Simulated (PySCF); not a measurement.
```xyz
15

O    -2.6476    0.8799   -1.2346
B    -1.8861    0.2584   -0.3272
O    -2.3843   -0.1190    0.8671
C    -0.3360   -0.0641   -0.6877
O     0.1933   -0.9866    0.2554
C     1.5973   -0.8266    0.2086
C     1.7989    0.5684   -0.4304
O     0.4892    1.0726   -0.5723
H    -3.5453    1.0574   -0.9463
H    -1.7515   -0.5726    1.4276
H    -0.2124   -0.4938   -1.7051
H     1.9790   -0.8898    1.2295
H     2.0531   -1.6147   -0.4032
H     2.3606    1.2574    0.2009
H     2.2874    0.4811   -1.4100
```

Geometry: GFN2-xTB.

Level of theory: PBE0/pcSseg-1, SCF density, gas phase, non-relativistic (PySCF 2.14.0).

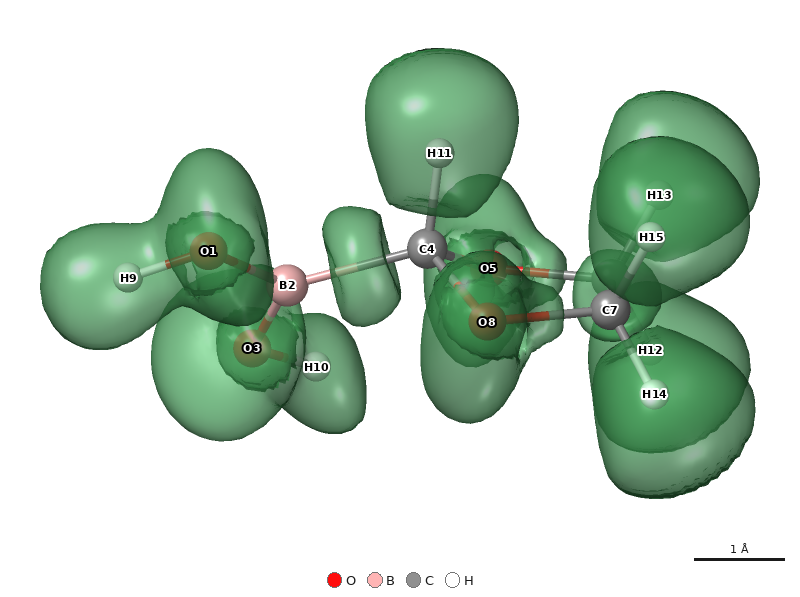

C$_{3}$H$_{7}$BO$_{4}$ (SMILES OB(O)C1OCCO1). Isosurface of the ELF at 0.75 (green), seen from one side. Only the valence region is drawn (cores and ρ < 0.01 e/Å³ removed).

Describe the localisation domains.

At this value the surface marks out one region between bonded B–C atoms (shared pairs), one region between bonded C–C atoms (shared pairs), five regions around hydrogen nuclei, two regions on O in which the atom's valence shell and bonds are merged and two joined regions spread over several atoms (H, O), in which their bonds and any lone pairs are merged. Along the contacts the grid gives the following. B–O (1.34 Å): the ELF peaks at about 0.90 between the atoms (a short, strongly polar bond). C–O (1.41 Å): the ELF peaks at about 0.90 between the atoms: a polar covalent bond.
